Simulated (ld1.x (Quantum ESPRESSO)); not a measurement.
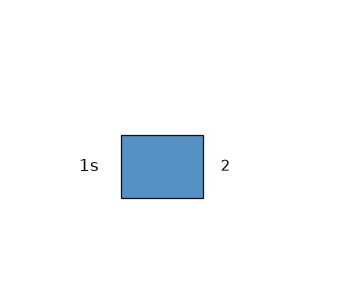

The valence shells of the reference configuration: a box for each of the 2l + 1 orbitals, shaded by the share of the shell that is filled, with the electron count at the right.

# He: pseudopotential generation

Helium (He, Z = 2), core none, reference valence 1s2, valence charge 2. Computed at this level: RRKJ potential, PBE, non-relativistic, made with ld1.x (Quantum ESPRESSO) 7.5.

### Key numbers

- outcome: generated
- cutoffs needed: 110 Ry and 200 Ry (the cutoffs, on a coarse ladder, from which the occupation-weighted sum of valence levels, in a spherical-Bessel basis at the reference potential, stays within 10 and 1 mRy of its value at 400 Ry); ghost states and empty shells don't enter this sum
- ghost test: no ghost state below the valence levels in the p, s, d, f channels (spherical-Bessel basis up to 400 Ry, 20 bohr box)
- largest excitation error: +11 meV (all-electron minus pseudo) for 1s1, out of 2 test configurations
- range over which the phases arctan(r u′/u) at the test radius agree within 0.05 rad (a looser test near the poles than one of phase shifts): s: over the whole range computed; p: over the whole range computed
- hardware: 1 CPU thread, shared host

### Input file
```
 &input
   title='He', zed=2., rel=0, dft='PBE', iswitch=3,
   config='[He] 2p-2',
   nld=2, rlderiv=0.80, eminld=-3.0, emaxld=5.0, deld=0.02
 /
 &inputp
   pseudotype=2, tm=.false., rho0=0.005, lloc=0,
   nlcc=.false.,
   file_pseudopw='He.UPF', file_wfcaegen='ae.wfc', file_wfcncgen='nc.wfc', file_beta='beta', file_chi='chi'
 /
2
2P  2  1  -2.00   0.05  0.55  0.55  0.0
1S  1  0   2.00   0.00  0.70  0.70  0.0
 &test
   configts(1)='1s2'
 /
```

### Input of the test run
```
 &input
   title='He', zed=2., rel=0, dft='PBE', iswitch=2,
   config='[He] 2p-2'
 /
 &test
   file_pseudo='He.UPF', nconf=3,
   configts(1)='1s2',
   configts(2)='1s1',
   configts(3)='1s1.5'
 /
```

Command:
```bash
ld1.x < He.in > He.out
```

### Output
```
     Program LD1 v.7.5
     --------------------------- All-electron run ----------------------------

     He

     atomic number is  2.00
     dft =PBE   lsd =0 sic =0 latt =0  beta=0.20 tr2=1.0E-14
     Exchange-correlation= PBE
                           (   1   4   3   4   0   0   0)
     mesh = 985 r(mesh) = 100.16840 a.u. xmin = -7.00 dx = 0.01250
     1 Ry =  13.60569312 eV

     n l     nl                  e(Ry)          e(Ha)          e(eV)
     1 0     1S 1( 2.00)        -1.1586        -0.5793       -15.7634

     final scf error:  7.6E-15 reached in  29 iterations

     Etot =      -5.785947 Ry,      -2.892973 Ha,     -78.721815 eV

     Ekin =       5.711878 Ry,       2.855939 Ha,      77.714062 eV
     Encl =     -13.458884 Ry,      -6.729442 Ha,    -183.117443 eV
     Eh   =       4.053452 Ry,       2.026726 Ha,      55.150018 eV
     Exc  =      -2.092393 Ry,      -1.046196 Ha,     -28.468453 eV

     normalization and overlap integrals

     s(1S/1S) =  1.000000  <r> =   0.9459  <r2> =    1.2546  r(max) =   0.5595

     ------------------------ End of All-electron run ------------------------

     --------------------- Generating NC pseudopotential ---------------------

      Generating local pot.: lloc=0, matching radius rcloc =   0.7000

      Wfc   2P  rcut= 0.553  Estimated cut-off energy=      546.85 Ry
      This function has    0 nodes for 0 < r <    0.553

     ------------------- End of pseudopotential generation -------------------

     --------------------------- All-electron run ----------------------------

     He

     atomic number is  2.00
     dft =PBE   lsd =0 sic =0 latt =0  beta=0.20 tr2=1.0E-14
     Exchange-correlation= PBE
                           (   1   4   3   4   0   0   0)
     mesh = 985 r(mesh) = 100.16840 a.u. xmin = -7.00 dx = 0.01250
     1 Ry =  13.60569312 eV

     n l     nl                  e(Ry)          e(Ha)          e(eV)
     1 0     1S 1( 2.00)        -1.1586        -0.5793       -15.7634

     final scf error:  7.6E-15 reached in  29 iterations

     Etot =      -5.785947 Ry,      -2.892973 Ha,     -78.721815 eV

     Ekin =       5.711878 Ry,       2.855939 Ha,      77.714062 eV
     Encl =     -13.458884 Ry,      -6.729442 Ha,    -183.117443 eV
     Eh   =       4.053452 Ry,       2.026726 Ha,      55.150018 eV
     Exc  =      -2.092393 Ry,      -1.046196 Ha,     -28.468453 eV

     normalization and overlap integrals

     s(1S/1S) =  1.000000  <r> =   0.9459  <r2> =    1.2546  r(max) =   0.5595

     ------------------------ End of All-electron run ------------------------

     Computing logarithmic derivative in   0.79901
     Computing logarithmic derivative in   0.79901
     Computing the partial wave expansion
       no projector for channel:   0
     R is outside the sphere for l=    1 j= 0.00

     ---------------------- Testing the pseudopotential ----------------------

     He

     atomic number is  2.00   valence charge is  2.00
     dft =PBE   lsd =0 sic =0 latt =0  beta=0.20 tr2=1.0E-14
     mesh = 985 r(mesh) = 100.16840 xmin = -7.00 dx = 0.01250

     n l     nl             e AE (Ry)        e PS (Ry)    De AE-PS (Ry)
     1 0     1S   1( 2.00)       -1.15859       -1.15859       -0.00000

     eps = 3.6E-15  iter = 26

     Etot =      -5.785947 Ry,      -2.892973 Ha,     -78.721815 eV
     Etotps =    -5.777282 Ry,      -2.888641 Ha,     -78.603929 eV

     Ekin =       5.486586 Ry,       2.743293 Ha,      74.648808 eV
     Encl =     -13.224238 Ry,      -6.612119 Ha,    -179.924922 eV
     Ehrt =       4.043478 Ry,       2.021739 Ha,      55.014316 eV
     Ecxc =      -2.083108 Ry,      -1.041554 Ha,     -28.342131 eV

     ---------------------- End of pseudopotential test ----------------------
```

### Output of the test run (extracts)
```
     ---------------------- Testing the pseudopotential ----------------------

     He

     atomic number is  2.00   valence charge is  2.00
     dft =PBE   lsd =0 sic =0 latt =0  beta=0.20 tr2=1.0E-14
     mesh = 985 r(mesh) = 100.16840 xmin = -7.00 dx = 0.01250

     n l     nl             e AE (Ry)        e PS (Ry)    De AE-PS (Ry)
     1 0     1S   1( 2.00)       -1.15859       -1.15859       -0.00000

     eps = 8.7E-15  iter = 11

     Etot =      -5.785947 Ry,      -2.892974 Ha,     -78.721820 eV
     Etotps =    -5.777282 Ry,      -2.888641 Ha,     -78.603929 eV

     Ekin =       5.486586 Ry,       2.743293 Ha,      74.648809 eV
     Encl =     -13.224238 Ry,      -6.612119 Ha,    -179.924922 eV
     Ehrt =       4.043478 Ry,       2.021739 Ha,      55.014316 eV
     Ecxc =      -2.083108 Ry,      -1.041554 Ha,     -28.342131 eV

     ---------------------- End of pseudopotential test ----------------------

     ---------------------- Testing the pseudopotential ----------------------

     He

     atomic number is  2.00   valence charge is  2.00
     dft =PBE   lsd =0 sic =0 latt =0  beta=0.20 tr2=1.0E-14
     mesh = 985 r(mesh) = 100.16840 xmin = -7.00 dx = 0.01250

     n l     nl             e AE (Ry)        e PS (Ry)    De AE-PS (Ry)
     1 0     1S   1( 1.00)       -2.87588       -2.87333       -0.00255

     eps = 8.5E-15  iter = 15

     Etot =      -3.804131 Ry,      -1.902065 Ha,     -51.757837 eV
     Etotps =    -3.796240 Ry,      -1.898120 Ha,     -51.650476 eV
     dEtot_ae =       1.981816 Ry
     dEtot_ps =       1.981042 Ry,   Delta E=       0.000774 Ry

     Ekin =       3.609021 Ry,       1.804511 Ha,      49.103234 eV
     Encl =      -7.596745 Ry,      -3.798372 Ha,    -103.358980 eV
     Ehrt =       1.196019 Ry,       0.598009 Ha,      16.272667 eV
     Ecxc =      -1.004535 Ry,      -0.502268 Ha,     -13.667396 eV

     ---------------------- End of pseudopotential test ----------------------

     ---------------------- Testing the pseudopotential ----------------------

     He

     atomic number is  2.00   valence charge is  2.00
     dft =PBE   lsd =0 sic =0 latt =0  beta=0.20 tr2=1.0E-14
     mesh = 985 r(mesh) = 100.16840 xmin = -7.00 dx = 0.01250

     n l     nl             e AE (Ry)        e PS (Ry)    De AE-PS (Ry)
     1 0     1S   1( 1.50)       -1.96391       -1.96338       -0.00053

     eps = 3.2E-15  iter = 15

     Etot =      -5.010359 Ry,      -2.505179 Ha,     -68.169406 eV
     Etotps =    -5.001785 Ry,      -2.500893 Ha,     -68.052752 eV
     dEtot_ae =       0.775588 Ry
     dEtot_ps =       0.775497 Ry,   Delta E=       0.000091 Ry

     Ekin =       4.754693 Ry,       2.377347 Ha,      64.690897 eV
     Encl =     -10.679532 Ry,      -5.339766 Ha,    -145.302442 eV
     Ehrt =       2.490297 Ry,       1.245148 Ha,      33.882211 eV
     Ecxc =      -1.567242 Ry,      -0.783621 Ha,     -21.323418 eV

     ---------------------- End of pseudopotential test ----------------------
```

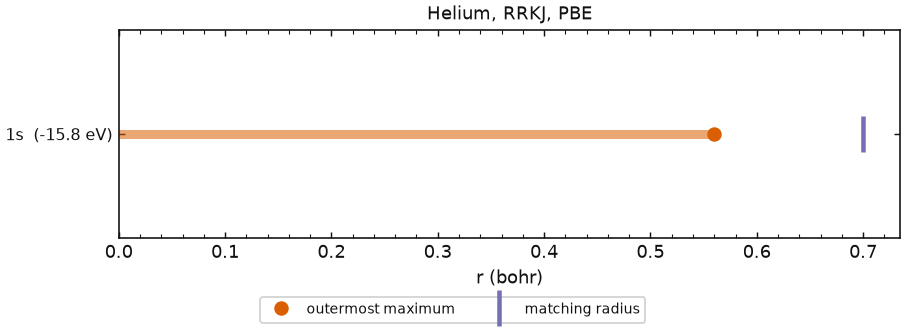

Outer shells of the all-electron reference atom: each bar runs from the outermost node (or the nucleus) to the outermost maximum of u(r); the tick is the radius chosen for the pseudo-wave. Shells without a tick have no pseudo-wave of their own. Levels, nodes and maxima are from ld1.x, non-relativistic.

- Radii against the shells: 1s: 0.70 bohr, outside the maximum.

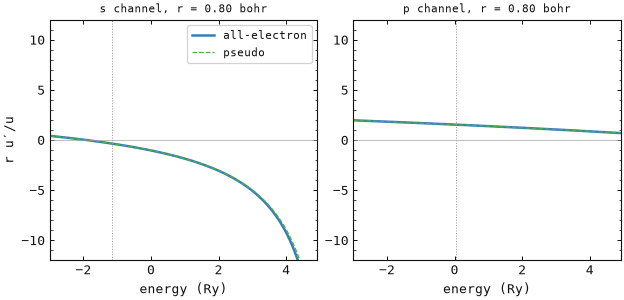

Logarithmic derivatives r u′/u at the test radius against energy, all-electron atom (solid) and pseudo-atom (dashed). Here u = r R(r). The dotted line marks the reference energy of the channel.

- Poles, where the radial function vanishes at the test radius: s: all-electron at no energy in the range, pseudo at no energy in the range; p: all-electron at no energy in the range, pseudo at no energy in the range.
- Ghost states: the plot shows none: pseudo and all-electron curves have the same branches in all channels drawn. The separate test gives: no ghost state below the valence levels in the p, s, d, f channels.
- Zeros of the logarithmic derivative: s: all-electron -1.9 Ry, pseudo -1.9 Ry; p: all-electron nowhere, pseudo nowhere.

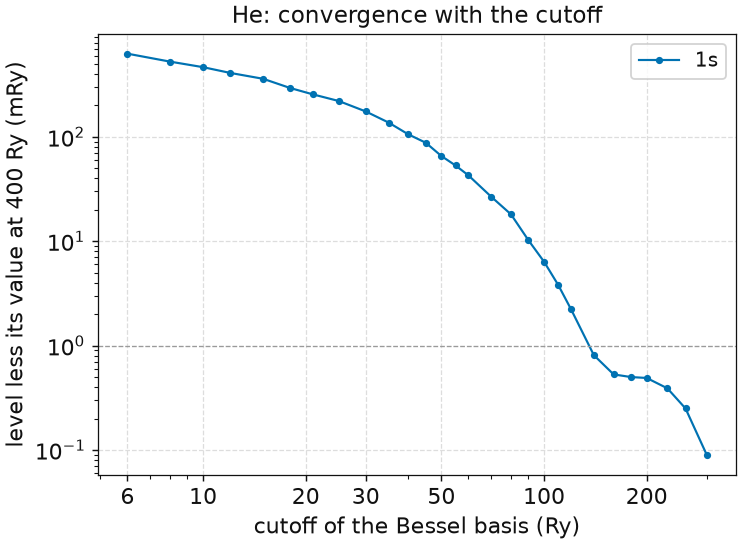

The pseudo-atom Hamiltonian at the reference potential is diagonalised in spherical Bessel functions (20 bohr box) up to the cutoff. Curves: distance of each valence level from its value at 400 Ry.

- Cutoffs from which each level stays within 1 mRy: 1s: 140 Ry.
- Cutoffs for 10 and 1 mRy in the occupation-weighted sum of levels: 110 Ry and 200 Ry, on the ladder of cutoffs that was run.

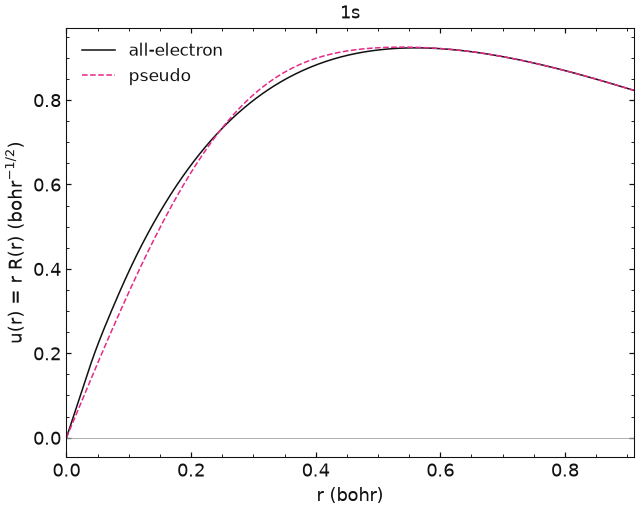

All-electron valence functions (solid) with their pseudo partners (dashed). Reference configuration 1s2.

- Matching radii: 1s at 0.70 bohr. The curves merge smoothly, so the plot gives these only roughly.
- Nodes of the pseudo-waves: 1s has no node.
- Cutoffs needed: 110 Ry (loose) and 200 Ry (tight), as the cutoffs, on a coarse ladder, from which the occupation-weighted sum of valence levels, in a spherical-Bessel basis at the reference potential, stays within 10 and 1 mRy of its value at 400 Ry.
